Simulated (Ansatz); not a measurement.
## What Te → Ru does to PbTe

Base system: PbTe in the rock salt structure (space group Fm-3m, No. 225; a = 6.535 Å).

Now apply this change: Ru takes the place of Te on all its sites; the structure is relaxed again.

Level of theory: r2SCAN (Ansatz, an electronic-structure program), no spin-orbit coupling, earlier PAW set. Settings: 15×15×15 k-points, 0.05 eV Fermi–Dirac smearing, for the changed cell.

| quantity | base | changed | shift |
|---|---|---|---|
| volume per atom | 34.89 Å³ | 20.32 Å³ | -14.57 Å³ |
| density | 7.97 g/cm³ | 12.60 g/cm³ | +4.63 g/cm³ |
| lattice parameter a | 653.5 pm | 545.8 pm | -107.77 pm |
| space group | Fm-3m (No. 225) | Fm-3m (No. 225) | – |
| shortest interatomic distance | 326.8 pm | 272.9 pm | -53.9 pm |
| band gap | 1.10 eV | zero | – |

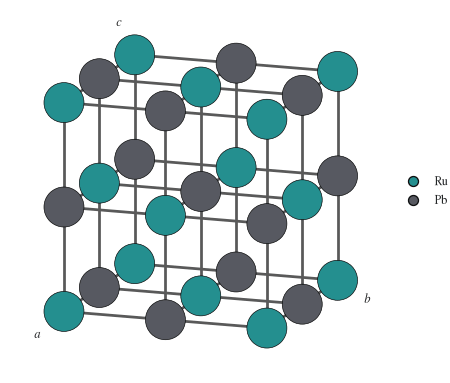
*The relaxed conventional cell after the change*

Spin-orbit coupling, missing from the scalar runs, can matter with Pb and Te. Stability against distortions was not tested. As relaxed here, RuPb is a hypothetical phase, not in the database extracts checked. All final runs are without spin polarisation.
